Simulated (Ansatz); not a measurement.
The starting structures come from a database of crystals and need not be the phases stable at ambient conditions.

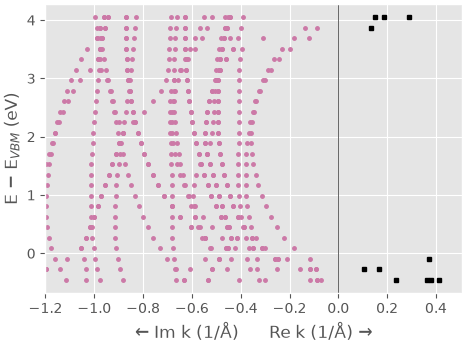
Complex bands at the centre of the two-dimensional zone; Ansatz (a program for electronic structure) with r2SCAN

The gap is the functional's own. No spin-orbit coupling. Mid-gap values are interpolated on the energy grid.

Question: This is Ba3MgTa2O9 (P-3m1, not sure to be the ambient phase, 15 atoms a cell, 14.2 Å³ an atom, -5 GPa at this level) along the normal of (100). Read off the slowest decay at the centre of the two-dimensional zone at 1.89 eV, the computed energy nearest the middle of the gap.

Answer: κ ≈ 0.36 1/Å, a decay length 1/(2κ) of the density of 1.4 Å.
